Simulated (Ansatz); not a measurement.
# The perfect Ni wire along [111], 7 atoms a period, part 2 of 2

Wanted: the relaxed geometry and the bands of the Ni wire along [111], 7 atoms a period.

Ansatz 0.2.0; DFT PBE, plane waves, PAW; relaxation of a wire's period; PAW set soft_1 (the session's first sound run).

So far: Set-up; Relaxation of atoms and period.

### Step 2. Relaxation of atoms and period (continued)

Relaxation path:

| step | energy less that of the first step (eV) | largest force component (eV/Å) | pressure (GPa) | volume (Å³) |
| --- | --- | --- | --- | --- |
| 1 | 0.0000 | 1.5607 | -2.28 | 547.87 |
| 2 | -0.6142 | 0.8327 | -1.28 | 534.30 |
| 3 | -0.7740 | 0.6754 | 0.86 | 508.90 |
| 4 | -0.8415 | 0.0354 | -0.03 | 512.31 |
| 5 | -0.8421 | 0.0011 | 0.04 | 511.03 |
| 6* | -0.8370 | 0.0014 | 0.04 | 511.03 |

Relaxation steps marked * repeat the geometry before them on a plane-wave basis chosen anew for their cell, so energy and pressure can jump there.

The run keeps the 4 symmetry operations that it works with, so distortions that break them were not tested.

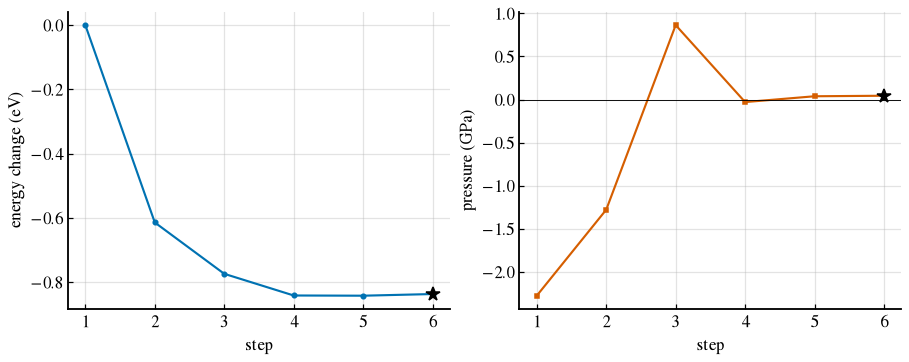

Energy and pressure along the relaxation. Stars mark steps on a basis chosen anew.

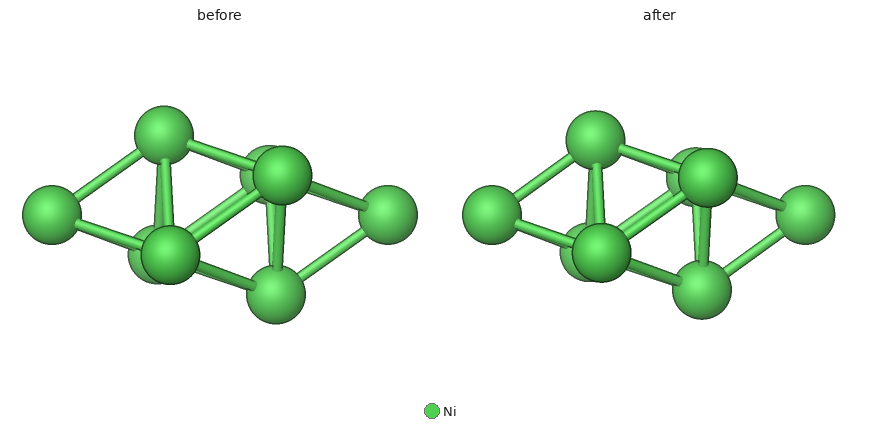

Before and after, at one scale.

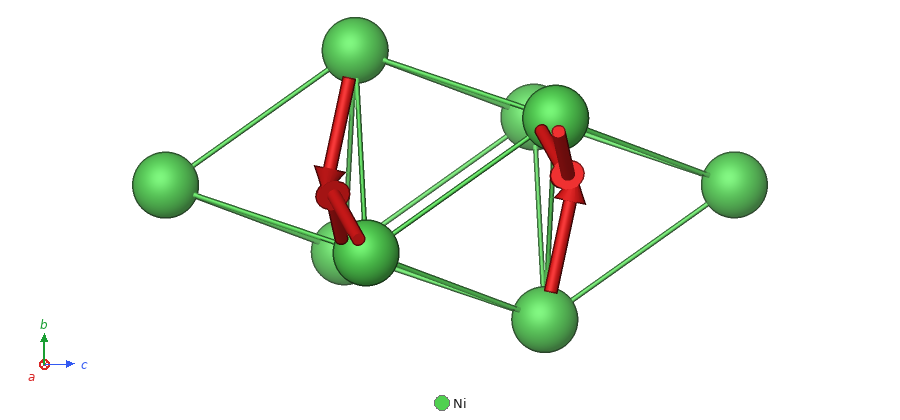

Displacements in the relaxation, exaggerated, measured against the changing cell; the longest in the cell stands for 0.09 Å. Some periodic images of atoms are drawn too.

```csv
cell as run,before,after,change
c (Å),6.097,5.687,-6.7 %
```

The atoms that moved most (Å, along periodic axes as changes of fractional coordinates times the final cell, across vacuum about the mean position):

| atom | dx | dy | dz | length |
| --- | --- | --- | --- | --- |
| Ni6 | 0.000 | 0.086 | 0.018 | 0.088 |
| Ni3 | 0.000 | -0.086 | -0.018 | 0.088 |
| Ni7 | -0.076 | -0.041 | 0.016 | 0.088 |
| Ni4 | -0.076 | 0.041 | -0.016 | 0.088 |
| Ni5 | 0.076 | -0.041 | 0.016 | 0.088 |
| Ni2 | 0.076 | 0.041 | -0.016 | 0.088 |

Numbers from this step:

```
energy at zero smearing    : -40866.3196 eV
total moment               : 6.822 μB
absolute moment            : 7.233 μB
cell length along the wire : 5.687 Å
```

Site moment by atom:

| atom | site moment (μB) |
| --- | --- |
| Ni1 | 0.674 |
| Ni2 | 0.919 |
| Ni3 | 0.915 |
| Ni4 | 0.919 |
| Ni5 | 0.919 |
| Ni6 | 0.915 |
| Ni7 | 0.919 |

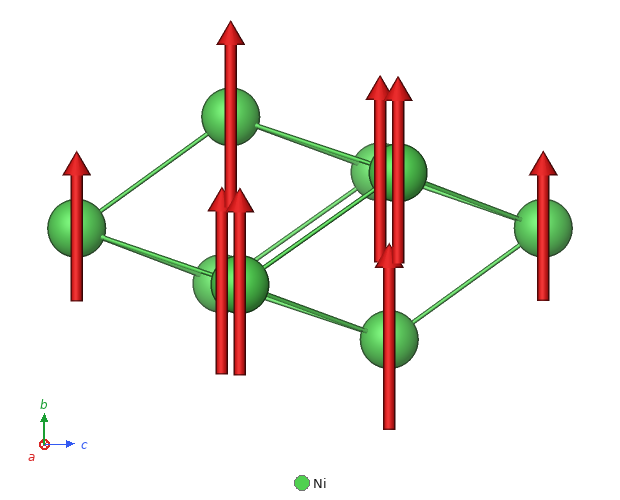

Site moment as arrows, the longest 0.919 μB. Up and down stand for the sign. Arrows give size and sign along the axis of quantisation, drawn up and down the page. Some periodic images of atoms are drawn too.

The cell's length comes to 5.687 Å with an absolute moment of 7.23 μB a cell.

### Step 3. The wire at its relaxed period

This step: DFT PBE, plane waves, PAW; bands of a perfect wire; PAW set soft_1 (Ansatz 0.2.0).

At the relaxed period the bands are computed along the axis; those that cross an energy going forward count the channels that a perfect wire would open there.

The input, input.yaml:

```yaml
crystal:
  lattice:
    - [9.289, 0.0, 0.0]
    - [0.0, 9.674, 0.0]
    - [0.0, 0.0, 5.6868077871]
  atoms:
    - { symbol: Ni, position: [0.5, 0.5, 0.0], spin: 0.67 }
    - { symbol: Ni, position: [0.374151871, 0.429993249, 0.330492986], spin: 0.92 }
    - { symbol: Ni, position: [0.5, 0.639672598, 0.330097011], spin: 0.92 }
    - { symbol: Ni, position: [0.625848129, 0.429993249, 0.330492986], spin: 0.92 }
    - { symbol: Ni, position: [0.374151871, 0.570006751, 0.669507014], spin: 0.92 }
    - { symbol: Ni, position: [0.5, 0.360327402, 0.669902989], spin: 0.92 }
    - { symbol: Ni, position: [0.625848129, 0.570006751, 0.669507014], spin: 0.92 }
magnetization:
  spin_polarized: true
kpoints:
  mp_grid: { grid: [1, 1, 15] }
  band_path: { path: ["Γ", Z], npoints: 90 }
scf:
  occupations: { method: fermi_dirac, width: 0.05 }
hamiltonian:
  xc: pbe
  pseudopotentials: { kind: paw, azcp: { folder: soft_1 } }
output:
  dos: { e_range: [-5, 4] }
  write_potential: true
  write_density: true
  volumetric_format: npy
```

Started as:

```bash
$ ansatz run input.yaml --threads 4 --pin off --max-ram 16384MiB --backend cpu --events-out ev --progress --plain --runs-dir out
```

Numbers of over 12 decimals in the logs are rounded to 6 here.

The log of the run:

```text
[...]
Crystal: 7 atoms, lattice volume = 511.027 Å³
Basis set: ecut = 420 eV, 10037 PW (Γ)
Bands: 80, of which v1, the nominal top of the filled ones, is band 63 counted from 1 (62 counted from 0)
Symmetry: 4 space group operations
[...]
k-points: 8 of 15
[...]
Starting moments: Σ|m| = 6.19 μB on 7 of 7 sites
[...]
SCF iter   1: F=—  HF=-40858.847716 eV  |F-HF|=—  |Δ(HF+E_count)|=         —  Δρ=2.61e-2 (↑2.61e-2 ↓1.72e-2)  dr2=1.67e1  dr2_m=7.76e-1  M=7.065 μB ∫|m|=7.213 μB  β_m=0.30  ethr=3.10e-3  ⟨swp⟩=8.3  Hψ=6115  notcnv=0  defer=27
[...]
SCF iter  14: F=-40866.369794 eV  HF=-40866.369794 eV  |F-HF|=5.60e-8  |Δ(HF+E_count)|=   9.84e-9  Δρ=3.38e-6 (↑7.45e-7 ↓3.38e-6)  dr2=5.81e-8  dr2_m=9.47e-9  M=6.871 μB ∫|m|=7.271 μB  ethr=1.53e-11  ⟨swp⟩=11.5  Hψ=5382  notcnv=0
SCF 1 converged in 14 iterations: F = -40866.369794 eV  dr2 = 5.81e-8
[...]
WARN: The output density's exchange-correlation potential varies sharply where the density is thin. Do not read a vacuum level from v_tot or v_xc, or from such a field of the output density. On a cell that repeats whose density bears no net charge and no dipole along the vacuum's axis use v_es (v_loc + v_h of the components); under efield.dipole_correction with no amplitude use v_es + v_field, which holds any externa [...]
NSCF: frozen V_eff on 91 k-points
SCF converged after 14 iterations
Magnetization: 6.8705 μB (66.4353 up, 59.5647 down)
Absolute magnetization: 7.2757 μB (∫|ρ↑−ρ↓|, with the PAW one-centre terms)
[...]
Per-site moments (μB) at R_I (Å): [(0.681493, 0.954079), (0.924131, 0.954789), (0.920263, 0.954079), (0.924131, 0.954789), (0.924131, 0.954789), (0.920263, 0.954079), (0.924131, 0.954789)]
Free energy (F): -40866.369794 eV
[...]
Internal energy: -40866.267652 eV  (E = F + TS)
E sigma→0 (E₀):  -40866.318723 eV
Entropy (-TS):   -0.102142 eV (-14.592 meV/atom)
Fermi energy:    -0.831510 eV
[...]
--- Band table (eV; the first three rows and the last of 16) ---
  k-point 0 ↑: bands = [... 59 lower, -1.7965, -1.7940, -1.7062, -1.6459, -1.6443, -1.4649, -1.4558, -0.3328, ... 13 higher]
  k-point 1 ↑: bands = [... 59 lower, -1.7902, -1.7878, -1.7072, -1.6475, -1.6458, -1.4524, -1.4432, -0.6446, ... 13 higher]
  k-point 2 ↑: bands = [... 59 lower, -1.7722, -1.7701, -1.7101, -1.6494, -1.6477, -1.4135, -1.4039, -1.0055, ... 13 higher]
  k-point 7 ↓: bands = [... 59 lower, -0.8556, -0.7438, -0.7353, -0.5611, -0.4789, -0.4734, -0.0125, 0.0009, ... 13 higher]
```

Run time: 61 s. Hardware: 4 threads of Arm Neoverse V2, shared host; peak memory 3.3 GiB; 4 min of CPU time.

In the SCF lines HF is the Harris–Foulkes energy and dr2 the Hartree energy of the density residual, in eV; the loop may stop once dr2 is under the threshold and the program's other checks hold. Hψ counts applications of the Hamiltonian.

This step gave:

```
energy at zero smearing : -40866.3187 eV
total moment            : 6.871 μB
absolute moment         : 7.276 μB
band gap                : 0 eV
```

Between Γ and Z the bands cross the Fermi level 3 times, so a perfect wire would conduct at least 1.5 G₀, with an absolute moment of 7.28 μB a cell.

### Step 4. Outcome

```
cell length, PBE                                            : 5.687 Å
absolute moment, PBE                                        : 7.28 μB
ballistic conductance by band crossings, a lower bound, PBE : 1.5 G₀
```

Under PBE the cell's length is 5.69 Å, the absolute moment is 7.28 μB a cell, and the bands cross the Fermi level 3 times between Γ and Z, which gives a perfect wire at least 1.5 G₀ (opposite crossings within one step of the path cancel in such a count). In the perfect wire the moments were started parallel, and no opposed start was run. No search over magnetic orders was made; another may lie lower.

[Logs are printed without paths, hosts, clocks, repeated set-up lines and the standing remarks that a program may print on its own settings, such as how far it seeks lower states.]

[Hosts, paths, dates, database ids (printed as entryN), source tags and the programs' standing remarks are cut or masked in the printed files.]
